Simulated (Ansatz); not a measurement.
Run report: SiH$_{5}$, frequency calculation

The run: frequency calculation of SiH$_{5}$, multiplicity 2. Method and program: UKS PBE0/def2-SVP (Ansatz 0.2.0).

It belongs to a series of runs on one base structure; here: vibrations at the highest image of the band. Figures and captions count atoms from 1; the log counts them from 0 in places.

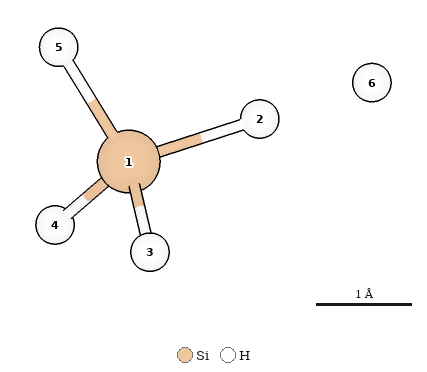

The input geometry (ball-and-stick view, seen at a tilt; atoms are numbered from 1 in the order of the input).

### Key numbers

```csv
quantity,value
outcome,converged
total energy,−7949.7941 eV
mean-field energy,−7949.7941 eV
⟨S²⟩,0.755
largest force (length of the vector),0.006 eV/Å
hardware,"1 thread of Arm Neoverse V1, 24 GiB of memory available, shared host"
wall time,14 s
peak memory,0.097 GiB
```

### Input
```yaml
crystal:
  periodic: [false, false, false]
  atoms:
    - { symbol: Si, position_ang: [0.000283, 0.0, -0.011293] }
    - { symbol: H, position_ang: [9.8e-05, 0.0, 1.544106] }
    - { symbol: H, position_ang: [1.412707, 0.0, -0.495771] }
    - { symbol: H, position_ang: [-0.705846, 1.223149, -0.496041] }
    - { symbol: H, position_ang: [-0.705846, -1.223149, -0.496041] }
    - { symbol: H, position_ang: [6.0e-06, 0.0, 2.876441] }
magnetization:
  spin_polarized: true
  initial_magnetization: 1
basis:
  gaussian: { orbitals: def2-SVP }
hamiltonian:
  xc: pbe0
phonons: {}
```

Launched with:
```bash
ansatz run input.yaml --threads 1 --pin off --max-ram 2048MiB --backend cpu --events-out ev --progress --plain --runs-dir out
```

### Log
```
Engine: ansatz 0.2.0, aarch64-unknown-linux-gnu
Functional definition: PBE0
  parameter a = 0.25
  parameter kappa = 0.804
  parameter beta = 0.06672455060314922
  exchange = (1 - a)*pbe_x(kappa = kappa, mu = beta*pi^2/3) + a*exact_x
  correlation = pbe_c(beta = beta)
451 factors; integrals over basis functions are off by at most 1.5e-4 eV
mean field evaluation 1: about -7949.5104 eV, gradient 4.6e0 eV
mean field evaluation 2: about -7949.7592 eV, gradient 1.4e0 eV
mean field evaluation 4: about -7949.7924 eV, gradient 1.9e-1 eV
mean field evaluation 8: about -7949.7941 eV, gradient 9.8e-3 eV
mean field -7949.79411804 eV, -292.1495452738 hartree, gradient 2.1e-5 eV, S^2 0.755157; 0 other end points of the search recorded, 0 dependent functions left out
the calculation of the forces begins
reference -7949.79414398 eV, -292.1495462274 hartree; 10, 9 occupied and 33, 34 virtual orbitals, 451 factors
these checks for a lower state are left out or cut short: stability, starts, cluster_reference, orbital_swaps, neighbouring_geometries, increment
451 factors; integrals over basis functions are off by at most 1.5e-4 eV
mean field evaluation 16: about -7949.7931 eV, gradient 6.5e-2 eV
mean field -7949.79402638 eV, -292.1495419055 hartree, gradient 9.7e-7 eV, S^2 0.755157; 0 other end points of the search recorded, 0 dependent functions left out
[... from here on the field's lines of each further geometry are left out, up to the last ...]
the calculation of the forces begins
reference -7949.79414568 eV, -292.1495462898 hartree; 10, 9 occupied and 33, 34 virtual orbitals, 451 factors
these checks for a lower state are left out or cut short: stability, starts, cluster_reference, orbital_swaps, neighbouring_geometries, increment
451 factors; integrals over basis functions are off by at most 1.5e-4 eV
mean field evaluation 128: about -7949.7941 eV, gradient 2.5e-6 eV
mean field -7949.79411662 eV, -292.1495452218 hartree, gradient 2.5e-6 eV, S^2 0.755175; 0 other end points of the search recorded, 0 dependent functions left out
the calculation of the forces begins
reference -7949.79414256 eV, -292.1495461752 hartree; 10, 9 occupied and 33, 34 virtual orbitals, 451 factors
WARN: phonons: modes at or below zero, which the zero-point energy, F, S and C_V leave out: 1, the lowest at -663.26 cm⁻¹. A minimum has none, and a first-order saddle one
Total energy: -7949.79414398 eV, -292.1495462274 hartree
Atom 0 at     0.000283     0.000000    -0.011293 Å, force    -0.000185    -0.000000    -0.006478 eV/Å
Atom 1 at     0.000098     0.000000     1.544106 Å, force     0.000008     0.000000     0.001119 eV/Å
Atom 2 at     1.412707     0.000000    -0.495771 Å, force    -0.004606    -0.000000     0.001450 eV/Å
Atom 3 at    -0.705846     1.223149    -0.496041 Å, force     0.002395    -0.004142     0.001517 eV/Å
Atom 4 at    -0.705846    -1.223149    -0.496041 Å, force     0.002395     0.004142     0.001517 eV/Å
Atom 5 at     0.000006     0.000000     2.876441 Å, force    -0.000006     0.000000     0.000875 eV/Å
Dipole moment:     0.000012     0.000000    -0.102149 e Å
Vibrations: -663.26 261.15 261.18 873.90 917.90 917.91 967.98 967.99 1500.73 2233.54 2249.90 2249.95 cm⁻¹, zero-point energy 0.830826 eV
```

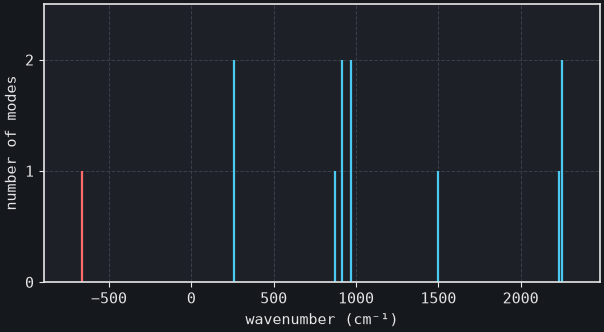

Harmonic vibrational wavenumbers from the force constants; neighbouring modes closer than 13 cm⁻¹ are counted in one stick, and imaginary ones are drawn at negative wavenumbers. 12 modes from 663i to 2250 cm⁻¹, 1 imaginary beyond 8i (663i cm⁻¹): a first-order saddle point, if the geometry is stationary.
